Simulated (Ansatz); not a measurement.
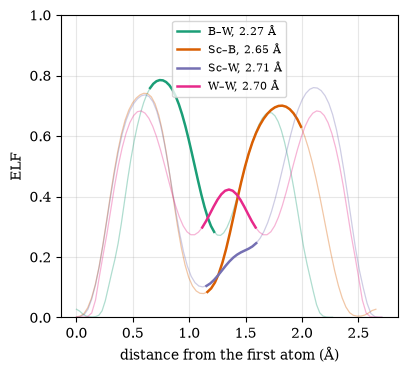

Figure 1: Sc2B2W3. ELF along straight lines between neighbouring atoms. Thin, pale parts lie inside the atomic spheres.

Space group Pbam; built by placing these elements on a known structure type; not relaxed (largest force 1.7 eV/Å); computed pressure about 16 GPa in this cell.

Computed with DFT, PAW plane waves, r2SCAN in Ansatz.

In a PAW calculation such maps are meaningful between the atoms, not at the nuclei.

```
Sc W B
1.0
     6.00471    0.00000    0.00000
     0.00000    8.20985    0.00000
     0.00000    0.00000    3.81385
Sc W B
4 6 4
Direct
  0.39100 0.16984 0.00000
  0.60900 0.83016 0.00000
  0.89100 0.33016 0.00000
  0.10900 0.66984 0.00000
  0.19141 0.41333 0.50000
  0.80859 0.58667 0.50000
  0.69141 0.08667 0.50000
  0.30859 0.91333 0.50000
  0.00000 0.00000 0.00000
  0.50000 0.50000 0.00000
  0.07530 0.15010 0.50000
  0.92470 0.84990 0.50000
  0.57530 0.34990 0.50000
  0.42470 0.65010 0.50000
```

Compare the contacts.

Answer. B–W (2.27 Å): the ELF peaks at about 0.80 in the valence shell of B, 0.7 Å from its nucleus, and is about 0.35 at the midpoint.
Sc–B (2.65 Å): the ELF peaks at about 0.70 in the valence shell of B, 0.8 Å from its nucleus, and is about 0.25 at the midpoint.
Sc–W (2.71 Å): the ELF is about 0.20 at the midpoint (no shared electron pair shows on this line).
W–W (2.70 Å): the ELF is about 0.40 at the midpoint.
